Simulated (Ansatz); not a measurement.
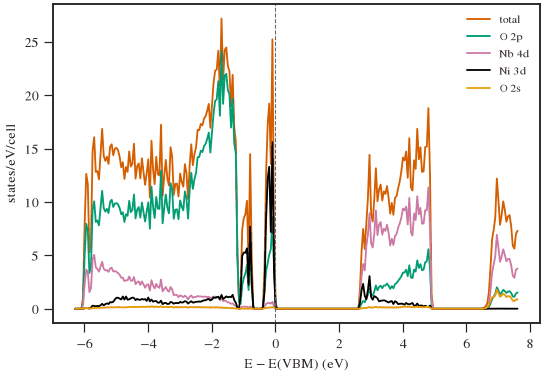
Total and projected density of states of Li$_{2}$Nb$_{4}$NiO$_{12}$ in space group P1 (No. 1; Pearson symbol aP19), DFT-r²SCAN in the program Ansatz with PAW potentials

Which orbitals carry the states next to the gap?

Top 1 eV of the valence band: Ni 3d 60 %, O 2p 36 %. Bottom 1 eV of the conduction band: Nb 4d 67 %, O 2p 16 %, Ni 3d 12 %. Projections are on Löwdin-orthogonalised atomic valence shells; empty p or d shells of many metals are not among them.

Where is the tallest occupied peak in this window, and what makes it?

Near -1.7 eV, about 27 states/eV per cell; the largest projected share is O 2p.

The start of the workflow was typed in or built on a structure type; neither database checked (COD, Materials Project) lists it. Whether it is the stable phase at ambient conditions was not checked. The cell was relaxed with r²SCAN under the symmetry of its start; its stability against distortions is not shown here. The final state is ferromagnetic, the only order run, not a proven ground state. Other orbital occupations within this spin state were not tried. No Hubbard U is applied. Spin–orbit coupling is left out wherever it is not named.

Potentials: the later of the program's two PAW sets.
